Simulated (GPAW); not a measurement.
# Near-edge structure at the Zn K edge of ZnAg (Pm-3m), part 2 of 2

What does one-electron theory with a core hole give for the Zn K edge of ZnAg (Pm-3m)?

GPAW 26.7.0; X-ray absorption from dipole matrix elements to empty bands, plane-wave PAW LDA.

So far. Step 2 (Ground state of the crystal): The mesh shows no gap, so the system is treated as a metal and the core electron is put at the Fermi level (neutral cell). Step 3 (Spectrum without a core hole, Zn atom 2): Main maxima below 30 eV (height): 7.2 eV (1.38), 13.2 eV (1.45), 16.6 eV (1.00), 21.8 eV (0.90) and 27.2 eV (1.17). A K edge sees empty p states on the absorber.

### Step 5. Spectrum with XCH, Zn atom 2

The holes are 7.1 Å apart. In GPAW the data set carries the hole's charge, so charge=0 means a charged cell and charge=-1 a neutral one. The excited electron is kept in the cell, where it fills the lowest empty states and screens the hole. After the field has converged, empty bands are computed with the density fixed and the dipole matrix elements are summed.

Contents of xas.py:

```python
import numpy as np
from ase import Atoms
from ase.parallel import parprint, paropen
from gpaw import GPAW, PW, FermiDirac, Mixer, MixerDif, setup_paths
from gpaw.test import gen
setup_paths.insert(0, '.')
gen('Zn', name='fch1s', xcname='LDA', corehole=(1, 0, 1), write_xml=True)
from gpaw.mpi import world
world.barrier()

atoms = Atoms('Ag9Zn9',
    cell=[[3.156, 0, 6.312],
     [-6.312, -3.156, 0],
     [0, -6.312, -3.156]],
    scaled_positions=[[0, 0, 0],
     [0.22222222, 0.11111111, 0.44444444],
     [0.11111111, 0.55555556, 0.22222222],
     [0.44444444, 0.22222222, 0.88888889],
     [0.66666667, 0.33333333, 0.33333333],
     [0.33333333, 0.66666667, 0.66666667],
     [0.55555556, 0.77777778, 0.11111111],
     [0.88888889, 0.44444444, 0.77777778],
     [0.77777778, 0.88888889, 0.55555556],
     [0.16666667, 0.83333333, 0.83333333],
     [0.38888889, 0.94444444, 0.27777778],
     [0.27777778, 0.38888889, 0.05555556],
     [0.61111111, 0.05555556, 0.72222222],
     [0.83333333, 0.16666667, 0.16666667],
     [0.5, 0.5, 0.5],
     [0.72222222, 0.61111111, 0.94444444],
     [0.05555556, 0.27777778, 0.61111111],
     [0.94444444, 0.72222222, 0.38888889]],
    pbc=True)
atoms.calc = calc = GPAW(legacy_gpaw=True, mode=PW(430), xc='LDA', setups={9: 'fch1s'},
    kpts={'size': (4, 4, 4), 'gamma': True}, occupations=FermiDirac(0.1),
    charge=-1, mixer=Mixer(0.1, 5, 50), maxiter=150,
    convergence={'density': 0.0001}, txt='scf.txt')
energy = atoms.get_potential_energy() + calc.get_reference_energy()
ef = calc.get_fermi_level()
out = dict(energy=energy, fermi=ef, forces=atoms.get_forces().tolist())
parprint(f'all-electron energy {energy:.4f} eV, Fermi level {ef:.4f} eV')
ev = np.array([[calc.get_eigenvalues(k, s) for k in range(len(calc.get_ibz_k_points()))] for s in range(calc.get_number_of_spins())])
out['homo'], out['lumo'], out['counts'] = ev[ev < ef].max(), ev[ev > ef].min(), sorted(set((ev < ef).sum((0, 2)).tolist()))
out['filled'] = (ev[:, 0] < ef).sum(1).tolist()

from ase.units import Ha
from gpaw.xas import dipole_matrix_elements
nb = int(calc.get_number_of_electrons() / 2) + 171
top, nb = nb, nb + 8 + nb // 12
nscf = calc.fixed_density(kpts={'size': (4, 4, 4), 'gamma': True}, nbands=nb,
    convergence={'bands': top, 'eigenstates': 1e-5}, maxiter=60, txt='nscf.txt')
cell = atoms.cell.array
ops = [cell.T @ U.T @ np.linalg.inv(cell.T) for U in nscf.wfs.kd.symmetry.op_scc]
E = np.arange(-6, 34, 0.1)
fwhm = np.interp(E, [4, 25], [1.67, 3.5])
Y, X, zero, highest = 0, 0, 1e9, 1e9
for spin in range(nscf.get_number_of_spins()):
    wfs = nscf.wfs
    A = dipole_matrix_elements(wfs.setups[9])
    eps = np.zeros((wfs.kd.nibzkpts, nb))
    d = np.zeros((3, A.shape[1], wfs.kd.nibzkpts, nb), complex)
    for kpt in wfs.kpt_u:
        if kpt.s == spin and 9 in kpt.P_ani:
            eps[kpt.k] = kpt.eps_n * Ha
            d[:, :, kpt.k] = (kpt.weight * wfs.nspins / 2) ** 0.5 * np.inner(A, kpt.P_ani[9])
    world.sum(eps)
    world.sum(d)
    T = np.einsum('amkn,bmkn->abkn', d, d.conj()).real
    T = sum(np.einsum('ai,ijkn,bj->abkn', R, T, R) for R in ops) / len(ops)
    empty = eps > ef
    zero, highest = min(zero, eps[empty].min()), min(highest, eps[:, top - 1].min())
    lines = [(eps, T, empty)] if spin == 0 else lines + [(eps, T, empty)]
for eps, T, empty in lines:
    f = np.einsum('aakn->akn', T).reshape(3, -1)
    x = eps.ravel() - zero
    w = np.interp(x, E, fwhm) / 2.35482
    g = np.exp(-0.5 * ((E[:, None] - x) / w) ** 2) / (w * (2 * np.pi) ** 0.5)
    Y = Y + (f * empty.ravel()) @ g.T
    X = X + (f * ~empty.ravel()) @ g.T
out.update(E=E.round(2).tolist(), xas=Y.tolist(), xes=X.tolist(), zero=zero, valid=highest - zero, nk=len(eps), nb=nb)
for i in range(0, len(E), 10):
    parprint(f'{E[i]:7.2f}', *(f'{v:10.3e}' for v in Y[:, i]))
import json
with paropen('out.json', 'w') as f:
    json.dump(out, f)
```

Launch:

```bash
OMP_NUM_THREADS=1 mpirun -n 4 gpaw python xas.py
```

Numbers of over 12 decimals in the logs are rounded to 6 here.

The program printed:

```text
Input parameters:
  charge: -1
  convergence: {density: 0.0001}
  kpts: {gamma: True,
         size: (4, 4, 4)}
  maxiter: 150
  mixer: {backend: pulay,
          beta: 0.1,
          method: separate,
          nmaxold: 5,
          weight: 50}
  mode: {ecut: 430.0,
         name: pw}
  occupations: {fixmagmom: False,
                name: fermi-dirac,
                width: 0.1}
  setups: {9: fch1s}

Initialize ...

[... PAW data sets ...]

Reference energy: -1729592.231473  # eV

Spin-paired calculation

[... convergence settings ...]
Symmetries present (total): 3
  [... symmetry matrices ...]

64 k-points: 4 x 4 x 4 Monkhorst-Pack grid + [1/8,1/8,1/8]
14 k-points in the irreducible part of the Brillouin zone
       k-points in crystal coordinates                weights
   0:     0.00000000    0.00000000    0.00000000          1/64
   1:     0.25000000   -0.25000000   -0.25000000          2/64
   2:     0.25000000    0.00000000   -0.25000000          6/64
   3:     0.25000000    0.00000000    0.00000000          6/64
   4:     0.25000000    0.25000000    0.00000000          6/64
   5:     0.25000000    0.25000000    0.25000000          6/64
   6:     0.50000000    0.00000000    0.00000000          3/64
   7:     0.50000000    0.00000000    0.25000000          6/64
   8:     0.50000000    0.25000000   -0.25000000          6/64
   9:     0.50000000    0.25000000    0.00000000          6/64
          ...
  13:     0.50000000    0.50000000    0.50000000          1/64

Wave functions: Plane wave expansion
  Cutoff energy: 430.000 eV
  Number of coefficients (min, max): 5665, 5743
  Pulay-stress correction: 0.000000 eV/Ang^3 (de/decut=0.000000)
  Using FFTW library
  Wavefunction extrapolation:
    Improved wavefunction reuse through dual PAW basis

Occupation numbers: Fermi-Dirac:
  width: 0.1000  # eV

Eigensolver
   Davidson(niter=2)

Densities:
  Coarse grid: 35*35*35 grid
  Fine grid: 70*70*70 grid
  Total Charge: 0.000000

Density mixing:
  Method: separate
  Backend: pulay
  Linear mixing parameter: 0.1
  old densities: 5
  Width of damping distribution: 1.1
  Damping of long wavelength oscillations: 50

[... Hamiltonian set-up ...]
Number of atoms: 18
Number of atomic orbitals: 189
Number of bands in calculation: 162
Number of valence electrons: 262
Bands to converge: occupied

... initialized

Initializing position-dependent things.

Density initialized from atomic densities
Creating initial wave functions:
  162 bands from LCAO basis set

                          Zn
                 Zn

              Ag     Ag
            Ag    ZAg
         Zn      Zn    AZn

              AZn    Ag
            Ag     Ag
                 Zn

       Zn

Atomic positions and initial magnetic moments

Positions:
   0 Ag     0.000000    0.000000    0.000000    ( 0.0000,  0.0000,  0.0000)
   1 Ag    -0.000000   -3.156000   -0.000000    ( 0.0000,  0.0000,  0.0000)
   2 Ag    -3.156000   -3.156000   -0.000000    ( 0.0000,  0.0000,  0.0000)
   3 Ag    -0.000000   -6.312000   -0.000000    ( 0.0000,  0.0000,  0.0000)
   4 Ag     0.000000   -3.156000    3.156000    ( 0.0000,  0.0000,  0.0000)
   5 Ag    -3.156000   -6.312000   -0.000000    ( 0.0000,  0.0000,  0.0000)
   6 Ag    -3.156000   -3.156000    3.156000    ( 0.0000,  0.0000,  0.0000)
[...]
15 Zn    -1.578000   -7.890000    1.578000    ( 0.0000,  0.0000,  0.0000)
  16 Zn    -1.578000   -4.734000   -1.578000    ( 0.0000,  0.0000,  0.0000)
  17 Zn    -1.578000   -4.734000    4.734000    ( 0.0000,  0.0000,  0.0000)

Unit cell:
           periodic     x           y           z      points  spacing
  1. axis:    yes    3.156000    0.000000    6.312000    35     0.1771
  2. axis:    yes   -6.312000   -3.156000    0.000000    35     0.1771
  3. axis:    yes    0.000000   -6.312000   -3.156000    35     0.1771

  Lengths:   7.057031   7.057031   7.057031
  Angles:   66.421822 113.578178 113.578178

Effective grid spacing dv^(1/3) = 0.1876

iter:   1   -69.868601
iter:   2   -65.447708   -1.09  -1.39
iter:   3   -61.572012   -1.38  -1.47
iter:   4   -61.461172   -2.84  -1.75
iter:   5   -61.494800c  -1.94  -1.75
iter:   6   -61.225197   -2.43  -2.30
iter:   7   -61.180090   -3.23  -2.61
iter:   8   -61.171685c  -4.65  -3.17
iter:   9   -61.169947c  -4.75  -3.33
iter:  10   -61.169940c  -5.51  -3.52
iter:  11   -61.169797c  -5.74  -3.61
iter:  12   -61.169721c  -6.59  -3.70
iter:  13   -61.169681c  -6.94  -3.75
iter:  14   -61.169665c  -6.84  -3.85
iter:  15   -61.169653c  -7.29  -4.63c
iter:  16   -61.169651c  -7.56c -4.80c

Converged after 16 iterations.

Dipole moment: (-0.578400, -0.578400, -0.578400) |e|*Ang

Energy contributions relative to reference atoms: (reference = -1729592.231473)

Kinetic:        -44.553009
Potential:      +44.266546
External:        +0.000000
XC:             -62.472879
Entropy (-ST):   -0.128286
Local:           +1.653833
SIC:             +0.000000
--------------------------
Free energy:    -61.233793
Extrapolated:   -61.169651

Showing only first 2 kpts
 Kpt  Band  Eigenvalues  Occupancy
  0   129      5.83193    2.00000
  0   130      5.89439    2.00000
  0   131      5.89439    2.00000
  0   132      9.94553    0.00000

  1   129      7.40405    1.96544
  1   130      7.40405    1.96544
  1   131      8.06917    0.13693
[...]
Fermi level: 7.80812

No gap
No difference between direct/indirect transitions

Forces in eV/Ang:
  0 Ag   -0.05691   -0.05691   -0.05691
  1 Ag   -0.06985    0.06023    0.06182
  2 Ag    0.06985   -0.06023   -0.06182
  3 Ag   -0.06023   -0.06182    0.06985
  4 Ag   -0.00000   -0.00000   -0.00000
  5 Ag    0.05691    0.05691    0.05691
  6 Ag    0.06182   -0.06985    0.06023
[...]
15 Zn    0.00126    0.00454   -0.10881
 16 Zn   -0.10881    0.00126    0.00454
 17 Zn   -0.00454    0.10881   -0.00126
Scalar-relativistic atomic LDA calculation for Zn (Zinc, Z=30)
Core hole in 1s state (1s occupation: 1.0)
600 radial gridpoints.
|------------------------------------------------|
|------------------------------------------------|
[... the atom generator's iteration count ...]

Energy contributions:
-------------------------
Kinetic:    +1455.313461
XC:           -60.592874
Potential:  -2831.921453
-------------------------
Total:      -1437.200866

state      eigenvalue         ekin         rmax
-----------------------------------------------
1s^1.0 :  -362.370562   457.247084        0.033
2s^2.0 :   -45.586324    89.692358        0.186
2p^6.0 :   -40.551796    88.902557        0.147
3s^2.0 :    -5.578362    20.178333        0.572
3p^6.0 :    -3.921210    18.278078        0.568
3d^10.0:    -1.035193    13.091422        0.530
4s^2.0 :    -0.603317     2.163486        1.866
4p^0.0 :    -0.343743     1.345124        2.300
-----------------------------------------------
(units: Bohr and Hartree)

Generating PAW setup
Kinetic energy of the core from tauc = 1332.765430
Cutoffs:
rc(s)=2.430
rc(p)=2.400
rc(d)=2.230
rc(vbar)=2.260
rc(comp)=2.200
rc(nct)=2.430

Kinetic energy of the core states: 1320.072273
Charge: 1.0
Core electrons: 17.0
Valence electrons: 12.0
Pseudo-core charge: 0.063801
Shape function alpha=2.066
Pseudo-electron charge 3.436182
state    eigenvalue         norm
--------------------------------
4s(2) :    -0.603317     1.206269
*s    :     0.396683
4p(0) :    -0.343743     1.021921
*p    :     0.656257
3d(10):    -1.035193     0.095984
*d    :    -0.035193
--------------------------------

Diagonalizing with gridspacing h=0.050

state   all-electron     PAW
-------------------------------
4s:      -0.603317    -0.603615
4p:      -0.343743    -0.343956
3d:      -1.035193    -1.035651
*f:                   -0.018332
-------------------------------
all-electron energy -1729653.4011 eV, Fermi level 7.8081 eV
[...]
31.00  1.584e-07  1.584e-07  1.584e-07
  32.00  1.438e-07  1.438e-07  1.438e-07
  33.00  1.301e-07  1.301e-07  1.301e-07
```

It took 7.1 min on 4 MPI ranks of Arm Neoverse V2, shared host; peak memory 0.71 GiB.

The Zn K spectrum, Zn atom 2, excited-electron core hole (neutral cell) (energy from the lowest empty level; intensity scaled to a mean of 1 over the first 20 eV):

```tsv
E (eV)	intensity
-2.0	0.00
-0.5	0.16
1.0	0.50
2.5	0.84
4.0	1.23
5.5	1.50
7.0	1.40
8.5	1.24
10.0	1.00
11.5	0.99
13.0	1.16
14.5	0.96
16.0	0.83
17.5	0.74
19.0	0.71
20.5	0.77
22.0	0.81
23.5	0.84
25.0	0.95
26.5	1.05
28.0	1.07
29.5	1.04
31.0	0.97
```

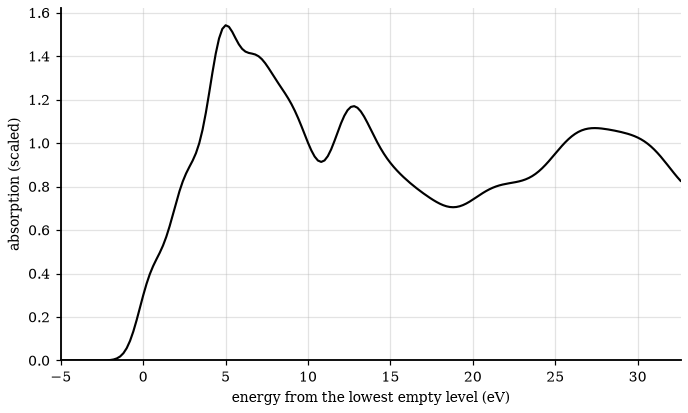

The Zn K edge, Zn atom 2, excited-electron core hole (neutral cell): main maxima at 5.0, 12.8 and 27.4 eV.

Main maxima below 30 eV (height): 5.0 eV (1.54), 12.8 eV (1.17) and 27.4 eV (1.07). 

The total-energy difference is 9671.98 eV. One term is added: -30.82 eV, since the hole is spin-paired here and a spin-polarised one costs that much less in the free atom (computed apart). The photon energy is then 9641.16 eV. The tabulated edge of the element is 9659 eV. The functional leaves an error in such absolute values: in the free atom LDA prices this hole 19.1 eV below PBE (computed apart), and PBE is itself good to a few eV.

### Step 6. Spectrum with FCH, Zn atom 2

The holes are 7.1 Å apart. In GPAW the data set carries the hole's charge, so charge=0 means a charged cell and charge=-1 a neutral one. The excited electron is left out and a uniform background balances the charge. After the field has converged, empty bands are computed with the density fixed and the dipole matrix elements are summed.

Changed against the first core-hole run: core hole to FCH.

Edit xas.py of step 5 so:

```diff
@@ -35,3 +35,3 @@
     kpts={'size': (4, 4, 4), 'gamma': True}, occupations=FermiDirac(0.1),
-    charge=-1, mixer=Mixer(0.1, 5, 50), maxiter=150,
+    charge=0, mixer=Mixer(0.1, 5, 50), maxiter=150,
     convergence={'density': 0.0001}, txt='scf.txt')
```

The program printed:

```text
Input parameters:
  convergence: {density: 0.0001}
  kpts: {gamma: True,
         size: (4, 4, 4)}
  maxiter: 150
  mixer: {backend: pulay,
          beta: 0.1,
          method: separate,
          nmaxold: 5,
          weight: 50}
  mode: {ecut: 430.0,
         name: pw}
  occupations: {fixmagmom: False,
                name: fermi-dirac,
                width: 0.1}
  setups: {9: fch1s}

Initialize ...

[...]
*d    :    -0.035193
--------------------------------

Diagonalizing with gridspacing h=0.050

state   all-electron     PAW
-------------------------------
4s:      -0.603317    -0.603615
4p:      -0.343743    -0.343956
3d:      -1.035193    -1.035651
*f:                   -0.018332
-------------------------------
all-electron energy -1729661.0800 eV, Fermi level 7.5795 eV
[...]
32.00  1.478e-07  1.478e-07  1.478e-07
  33.00  1.331e-07  1.331e-07  1.331e-07
[key lines of the parts left out:]
Converged after 17 iterations.
Dipole moment: (-0.597530, -0.597530, -0.597530) |e|*Ang
Free energy:    -68.922755
Fermi level: 7.57951
```

Elapsed: 7.1 min, on 4 MPI ranks; peak memory 0.7 GiB; 29 min of CPU time.

```tsv
E (eV)	first run	this run
-2.0	0.00	0.00
-1.0	0.06	0.05
0.0	0.30	0.29
1.0	0.50	0.48
2.0	0.73	0.66
3.0	0.92	0.89
4.0	1.23	1.13
5.0	1.54	1.52
6.0	1.43	1.47
7.0	1.40	1.41
8.0	1.30	1.33
9.0	1.18	1.21
10.0	1.00	1.05
11.0	0.92	0.92
12.0	1.09	1.04
13.0	1.16	1.17
14.0	1.03	1.07
15.0	0.91	0.94
16.0	0.83	0.85
17.0	0.77	0.78
18.0	0.72	0.73
19.0	0.71	0.71
20.0	0.74	0.73
21.0	0.79	0.78
22.0	0.81	0.81
23.0	0.83	0.82
24.0	0.87	0.86
25.0	0.95	0.93
26.0	1.03	1.02
27.0	1.07	1.06
28.0	1.07	1.07
29.0	1.05	1.06
30.0	1.03	1.04
31.0	0.97	0.99
32.0	0.88	0.91
```

The scaled spectrum changes by 3 % r.m.s. The highest intensity below 24 eV goes from 5.0 eV (1.54) to 5.4 eV (1.54).

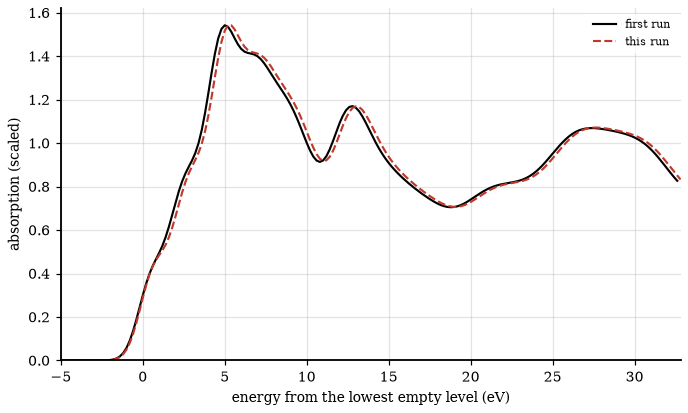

The effect of the change (core hole to FCH).

The photon energy of the zero moves by -0.06 eV.

### Step 7. What the core hole does

Both curves are counted from their own zero, so only the shift of weight within the empty states shows.

```tsv
E (eV)	no hole	XCH
-2.0	0.00	0.00
-1.0	0.04	0.06
0.0	0.24	0.30
1.0	0.42	0.50
2.0	0.49	0.73
3.0	0.64	0.92
4.0	0.90	1.23
5.0	1.14	1.54
6.0	1.30	1.43
7.0	1.38	1.40
8.0	1.33	1.30
9.0	1.24	1.18
10.0	1.19	1.00
11.0	1.01	0.92
12.0	1.10	1.09
13.0	1.42	1.16
14.0	1.30	1.03
15.0	0.99	0.91
16.0	0.97	0.83
17.0	0.99	0.77
18.0	0.84	0.72
19.0	0.73	0.71
20.0	0.77	0.74
21.0	0.87	0.79
22.0	0.90	0.81
23.0	0.87	0.83
24.0	0.86	0.87
25.0	0.96	0.95
26.0	1.10	1.03
27.0	1.17	1.07
28.0	1.15	1.07
29.0	1.13	1.05
30.0	1.12	1.03
31.0	1.09	0.97
32.0	1.02	0.88
```

With each curve scaled to its own mean, the area from −2 to 6 eV with the hole is 6.0 against 4.5, and the centre of weight from −1 to 20 eV moves by -0.8 eV: the hole pulls the absorber's empty states down.

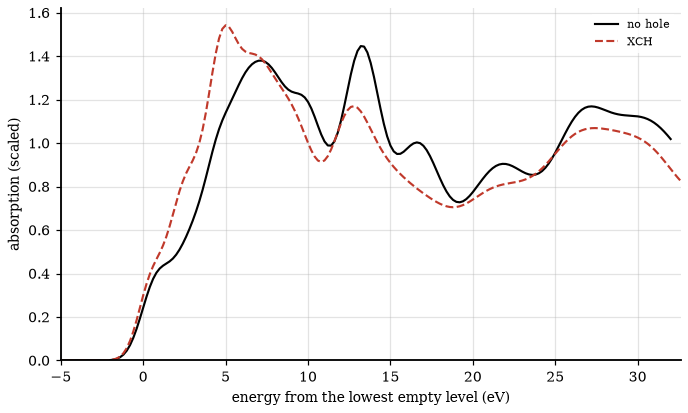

The Zn K edge with and without the core hole, each from its own zero; the highest intensity below 24 eV lies at 5.0 eV with the hole.

### Step 8. Results

| Item | Value |
| --- | --- |
| absorber and edge | Zn K, atom 2 of the ground-state input (counted from 1) |
| surroundings | 8 Ag at 2.73 Å and 6 Zn at 3.16 Å (cube and octahedron, as in bcc, site symmetry m-3m) |
| highest intensity below 24 eV | 5.0 eV above the zero, height 1.54 |
| photon energy of the zero, with the added terms | 9641.2 eV (raw 9672.0 eV; LDA puts this hole about 19 eV below PBE, itself good to a few eV) |

The Zn K edge of atom 2, with 8 Ag at 2.73 Å and 6 Zn at 3.16 Å (cube and octahedron, as in bcc, site symmetry m-3m), has its highest intensity of the first 24 eV at 5.0 eV above the zero, near 9646 eV in photon energy (LDA puts this hole about 19 eV below PBE, itself good to a few eV), 1.5 times the mean level of the first 20 eV (Gaussian full width 1.67 eV up to 4 eV, rising linearly to 3.5 eV at 25 eV). With each curve scaled to its own mean, the area from −2 to 6 eV with the hole is 6.0 against 4.5, and the centre of weight from −1 to 20 eV moves by -0.8 eV: the hole pulls the absorber's empty states down. Changing the core hole to FCH alters the shape by 3 % r.m.s., so the result is insensitive to this choice. The script folds with a Gaussian, whereas the core hole's own line is a Lorentzian, so the onset is too steep and the first peak too high. Lifetime broadening is put in by hand, and intensities beyond about 20 eV depend on it and on the partial waves. The structure is a published determination, not relaxed.

[Banner, clock and machine lines of the logs are left out without a mark of their own.]

[Logs are printed without paths, hosts, clocks, repeated set-up lines and the standing remarks that a program may print on its own settings, such as how far it seeks lower states.]

[Hosts, paths, dates, database ids (printed as entryN), source tags and the programs' standing remarks are cut or masked in the printed files.]

[Lists of maxima count a maximum above −3 eV only where it reaches 4 % of the highest in the window and stands out from its surroundings by 2 % of it (1.5 % where it reaches 55 %); shoulders and weaker maxima are passed over, and of the rest the first, up to two pre-edge ones and the few strongest are named.]
